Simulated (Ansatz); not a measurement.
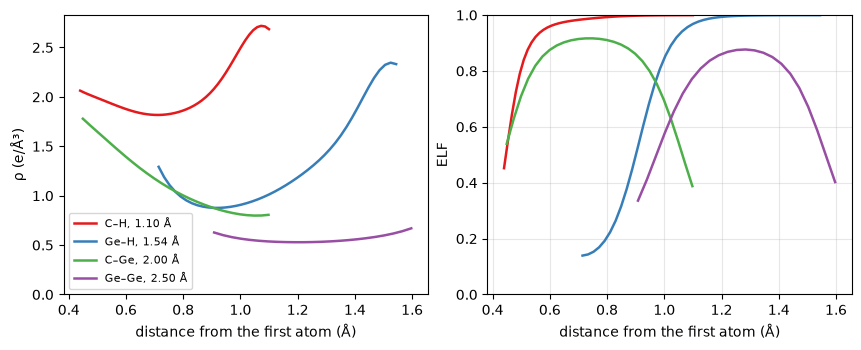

Figure. CH₆Ge₂. Electron density and ELF along straight lines between neighbouring atoms. The curves leave out the atomic cores.

Geometry: PBE0-D3(BJ)/def2-SVP.

Theory: isolated molecule in a Gaussian basis; Kohn-Sham density functional theory, functional PBE0 (Ansatz 0.2.0).

```tsv
atom	x (Å)	y (Å)	z (Å)
C	-0.0668	-0.9543	0.8334
Ge	1.4718	-1.7951	-0.1213
Ge	0.3640	-1.6417	-2.3627
H	0.0273	-1.0457	1.9252
H	-1.0474	-1.3418	0.5120
H	-0.0576	0.1210	0.5730
H	-0.5737	-2.8731	-2.4756
H	-0.5353	-0.3938	-2.5387
H	1.3211	-1.7076	-3.5725
```

Q: Compare the contacts.

A: C–H (1.10 Å): the density is about 1.9 e/Å³ at the midpoint; the ELF climbs to about 1 towards the hydrogen, as it does in any bond to H; an ordinary covalent bond to hydrogen.
Ge–H (1.54 Å): the density is about 1 e/Å³ at the midpoint; the ELF climbs to about 1 towards the hydrogen.
C–Ge (2.00 Å): the density is about 0.81 e/Å³ at the midpoint; the ELF peaks at about 0.90 in the valence shell of C, 0.7 Å from its nucleus, and is about 0.70 at the midpoint.
Ge–Ge (2.50 Å): ρ at the midpoint is about 0.53 e/Å³; the ELF peaks at about 0.90 between the atoms: a shared electron pair.
